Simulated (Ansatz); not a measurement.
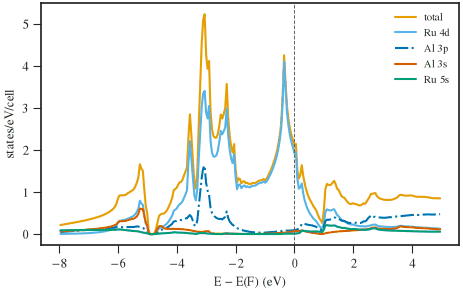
Total and projected density of states of AlRu (rock salt, space group No. 225), PBEsol in the plane-wave PAW code Ansatz

**Question.** Which orbitals carry the states next to the Fermi level?

**Answer.** Within 0.5 eV of the Fermi level: Ru 4d 89 %, Al 3p 6 %. Projections are on Löwdin-orthogonalised atomic valence shells; empty p or d shells of many metals are not among them.

**Question.** Where is the tallest occupied peak in this window, and what makes it?

**Answer.** Near -3.0 eV, about 5.2 states/eV per cell; the largest projected share is Ru 4d.

Space group Fm-3m (rock salt). The start of the workflow was typed in or built on a structure type; neither database checked (COD, Materials Project) lists it. COD files the formula under space group No. 221, so this cell is another polymorph or a model. Whether it is the stable phase at ambient conditions was not checked. Symmetry was held in the PBEsol relaxation. At this level the phase is mechanically unstable. No spin polarisation was allowed. Its formation energy is positive at this level, so the cell may be metastable or incomplete. Scalar-relativistic: spin–orbit coupling is off unless named, which matters more the heavier the elements.

Potentials: the later of the program's two PAW sets.
